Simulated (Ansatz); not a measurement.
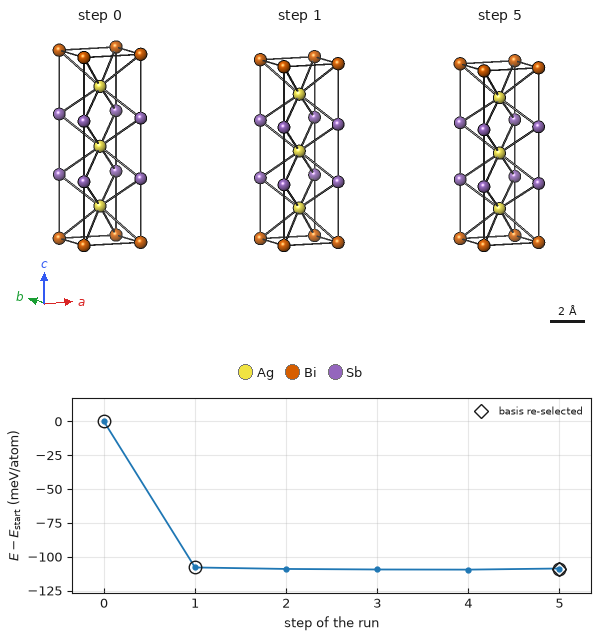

Frames of a relaxation of crystalline Ag3BiSb2 (built on the Mg3HgAu2-123 type type), marked on the history of the run. The picture is a ball-and-stick view of the cell of the calculation, seen slightly off an axis.

Computed with Ansatz, DFT, PBEsol, plane waves, PAW. Set-up: plane-wave cutoff 420 eV; k-point mesh 6 × 6 × 2; occupations fermi dirac; smearing width 0.03 eV; no spin polarisation; cell and atoms relaxed; force threshold 0.01 eV/Å; at most 120 steps.

What happens along the run?

Answer. The largest moves relative to the cell, 0.016 Å, are those of Sb atoms. Largest moves by element: Sb 0.016 Å, Ag 0.009 Å. Bi stays in place. The volume changes by −13.8 %, with a = b 3.699 → 3.563 Å (−3.7 %), c 11.337 → 10.534 Å (−7.1 %). Near-neighbour distances that change, for instance: Ag–Sb 3.167 → 3.003 Å, Ag–Bi 3.330 → 3.169 Å, Ag–Sb 3.188 → 3.044 Å. The space group stays P4/mmm (No. 123). After 4 accepted moves (5 points after the start) the energy has fallen by 109 meV per atom. Largest force component: 0.097 eV/Å at the start, 0.0092 eV/Å at the end. The pressure goes from −8.28 to 0.02 GPa. At 1 point the geometry stayed and the basis and grid were re-selected for the new cell (energy shift of 0.8 meV per atom at most each time). From step 0 to 1: volume −13.3 %, energy −108 meV per atom. From step 1 to 5: Sb atoms move most (0.02 Å), volume −0.6 %, energy −0.8 meV per atom.

```json
{"step": "0", "E − E(0), meV/atom": "0.00", "largest force component, eV/Å": "0.0970", "pressure, GPa": "-8.28", "volume, Å³/atom": "25.853", "note": ""}
{"step": "1", "E − E(0), meV/atom": "-107.83", "largest force component, eV/Å": "0.0953", "pressure, GPa": "-0.40", "volume, Å³/atom": "22.415", "note": ""}
{"step": "2", "E − E(0), meV/atom": "-108.95", "largest force component, eV/Å": "0.0226", "pressure, GPa": "0.20", "volume, Å³/atom": "22.237", "note": ""}
{"step": "3", "E − E(0), meV/atom": "-109.35", "largest force component, eV/Å": "0.0176", "pressure, GPa": "0.05", "volume, Å³/atom": "22.275", "note": ""}
{"step": "4", "E − E(0), meV/atom": "-109.45", "largest force component, eV/Å": "0.0092", "pressure, GPa": "0.02", "volume, Å³/atom": "22.281", "note": ""}
{"step": "5", "E − E(0), meV/atom": "-108.62", "largest force component, eV/Å": "0.0092", "pressure, GPa": "0.02", "volume, Å³/atom": "22.281", "note": "same geometry, new basis"}
```
